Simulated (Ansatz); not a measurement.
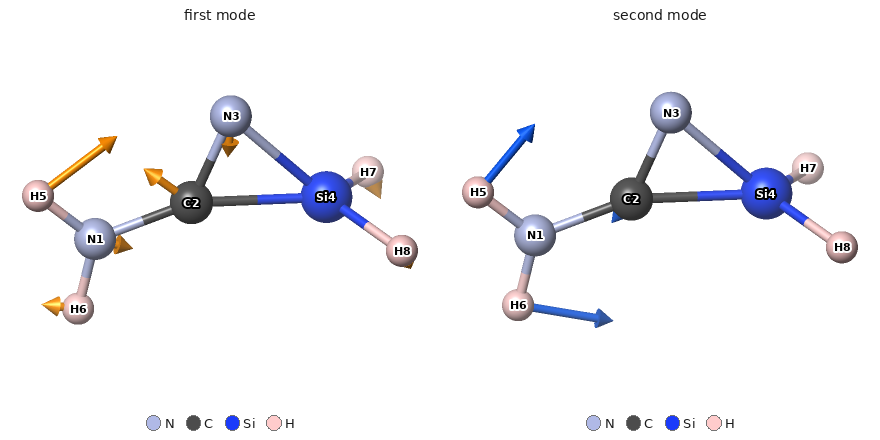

The system is CH4N2Si, SMILES NC1=N[SiH2]1; the picture shows the reference structure; its two panels give the patterns of the first and the second mode as arrows. First axis: normal mode 12 (1290 cm⁻¹). Second axis: normal mode 13 (1553 cm⁻¹). Nothing is relaxed (straight displacements along the two mass-weighted modes). The scan uses a 15 × 15 grid. Energies: kcal/mol, counted from the relaxed molecule at the same level. Theory: RKS PBE-D4/def2-TZVP in Ansatz.

Its coordinates:

| atom | x (Å) | y (Å) | z (Å) |
| --- | --- | --- | --- |
| N | -0.3511 | 1.5654 | -0.2815 |
| C | 0.1134 | 0.3372 | 0.0005 |
| N | 1.2798 | -0.0735 | 0.4213 |
| Si | 0.1433 | -1.4409 | 0.2020 |
| H | 0.2562 | 2.3748 | -0.1742 |
| H | -1.2983 | 1.7016 | -0.6039 |
| H | 0.3082 | -2.3592 | -0.9590 |
| H | -0.4515 | -2.1053 | 1.3949 |

Range: normal mode 12 (1290 cm⁻¹) from −0.572 to 0.572 amu½·Å; normal mode 13 (1553 cm⁻¹) from −0.475 to 0.475 amu½·Å.

Predict the map.

The lowest grid point is at normal mode 12 (1290 cm⁻¹) = 0.000 amu½·Å, normal mode 13 (1553 cm⁻¹) = 0.000 amu½·Å, 0.0 kcal/mol from the relaxed molecule at the same level. It is the only kind of minimum in the scanned range. The highest grid point, normal mode 12 (1290 cm⁻¹) = 0.572 amu½·Å, normal mode 13 (1553 cm⁻¹) = −0.475 amu½·Å, lies 51.8 kcal/mol above the lowest.

```csv
"second ↓, first →",−0.572,−0.490,−0.408,−0.327,−0.245,−0.163,−0.082,0.000,0.082,0.163,0.245,0.327,0.408,0.490,0.572
0.475,42.6,37.0,32.3,28.3,25.2,22.9,21.6,21.1,21.7,23.2,25.7,29.2,33.7,39.2,45.6
0.407,37.2,31.7,26.9,22.9,19.8,17.5,16.1,15.7,16.3,17.8,20.3,23.8,28.3,33.8,40.3
0.339,32.5,27.0,22.2,18.3,15.1,12.8,11.5,11.0,11.6,13.1,15.6,19.1,23.6,29.1,35.6
0.271,28.6,23.1,18.3,14.4,11.2,9.0,7.6,7.1,7.7,9.1,11.6,15.1,19.6,25.1,31.6
0.203,25.5,20.0,15.3,11.3,8.2,5.9,4.5,4.1,4.6,6.0,8.5,12.0,16.4,21.9,28.4
0.136,23.3,17.8,13.0,9.1,5.9,3.7,2.3,1.8,2.3,3.8,6.2,9.7,14.1,19.6,26.0
0.068,22.0,16.4,11.7,7.7,4.6,2.3,0.9,0.5,0.9,2.4,4.8,8.2,12.7,18.1,24.5
0.000,21.6,16.0,11.2,7.3,4.1,1.8,0.5,0.0,0.5,1.9,4.3,7.7,12.2,17.6,24.0
−0.068,22.2,16.6,11.8,7.8,4.6,2.3,0.9,0.5,1.0,2.4,4.8,8.2,12.6,18.1,24.5
−0.136,23.8,18.1,13.3,9.2,6.1,3.8,2.4,1.9,2.4,3.9,6.3,9.8,14.2,19.6,26.0
−0.203,26.4,20.7,15.8,11.7,8.6,6.3,4.9,4.4,4.9,6.4,8.9,12.4,16.8,22.3,28.7
−0.271,30.0,24.3,19.4,15.3,12.1,9.8,8.4,8.0,8.6,10.1,12.6,16.1,20.6,26.1,32.7
−0.339,34.7,28.9,24.0,19.9,16.7,14.4,13.1,12.7,13.3,14.9,17.4,21.0,25.6,31.2,37.8
−0.407,40.4,34.7,29.7,25.6,22.5,20.2,18.9,18.6,19.2,20.8,23.5,27.2,31.8,37.5,44.2
−0.475,47.2,41.4,36.5,32.5,29.3,27.1,25.9,25.6,26.3,28.0,30.8,34.5,39.3,45.1,51.8
```

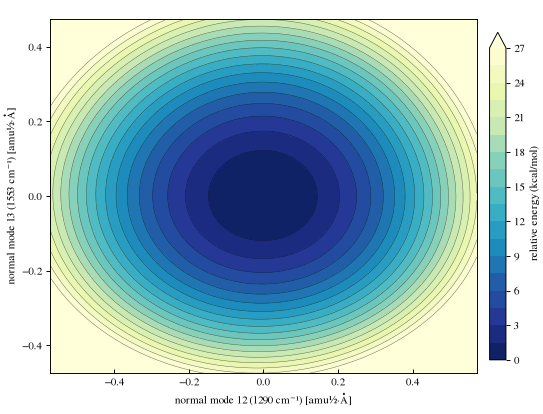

Drawn: filled contours, one colour for all values above the top of the scale. Between grid points the surface is interpolated.

The whole map (225 points run) took 8.6 min on 1 thread of Intel(R) Xeon(R) 6975P-C (Granite Rapids), with other jobs on the host.
